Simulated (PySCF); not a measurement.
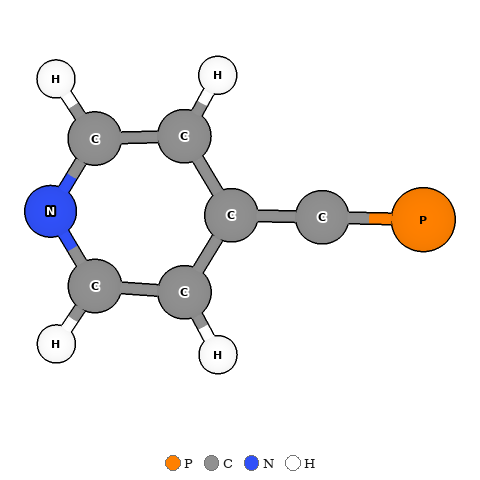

Geometry used (C₆H₄NP, SMILES P#Cc1ccncc1).

Vertical TDDFT excitations, ωB97X-D/def2-SVPD, PySCF 2.14.0, at a GFN2-xTB geometry (no frequency check), gas phase.

Where does it absorb, and how strongly?

Answer. The lowest singlet lies at 3.88 eV (320 nm, f = 0.000); the brightest of the first 8 is S7 at 6.05 eV (205 nm), f = 0.535, mixed, the largest part being HOMO−3 → LUMO+1 (38 %). No singlet lies below 3.1 eV (beyond 400 nm), so at this level no vertical transition falls in the visible.


```csv
state,E (eV),λ (nm),f,main character
S1,3.88,320,0.000,HOMO−3 → LUMO (79 %)
S2,4.14,300,0.143,HOMO → LUMO (70 %)
S3,4.29,289,0.000,HOMO → LUMO+1 (79 %)
S4,4.45,278,0.002,HOMO−1 → LUMO (88 %)
S5,4.95,251,0.041,HOMO−2 → LUMO (80 %)
S6,5.40,229,0.000,HOMO−1 → LUMO+2 (99 %)
S7,6.05,205,0.535,HOMO−3 → LUMO+1 (38 %)
S8,6.33,196,0.117,HOMO → LUMO+2 (80 %)
```

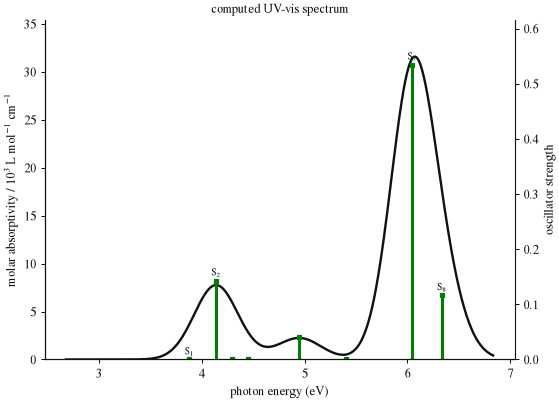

The lowest 8 singlet states are shown; each is broadened by a Gaussian of 1/e half-width 0.30 eV. Sticks give oscillator strengths (right axis).

Known limits of this run: the tight-binding geometry is rougher than a DFT one and adds to the error; core orbitals are frozen in the response.
